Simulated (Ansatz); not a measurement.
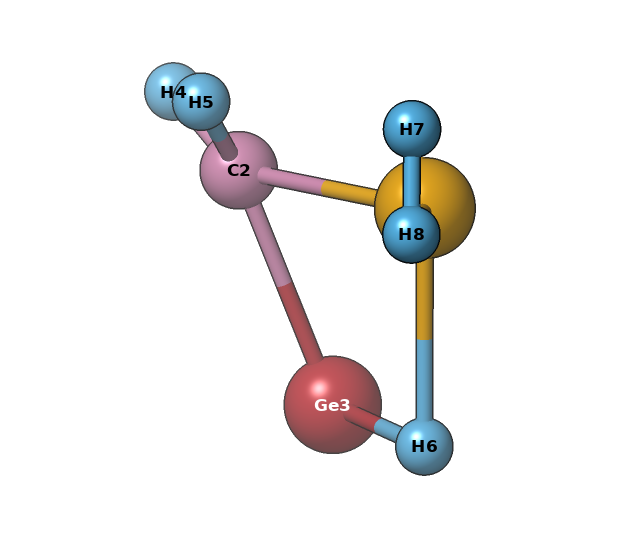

Li1 lies behind H8. The molecule seen nearly along the H8–Li1 bond, H8 in front. Atoms fade into the background with distance from the viewer. The geometry was computed by an optimisation with PBE0-D4/def2-TZVP. No frequency run is at hand to confirm it as a minimum.

> What is the torsion angle H7–H8–Li1–C2? The sign is positive where the front bond must turn clockwise to cover the back bond.

−85°, about perpendicular.
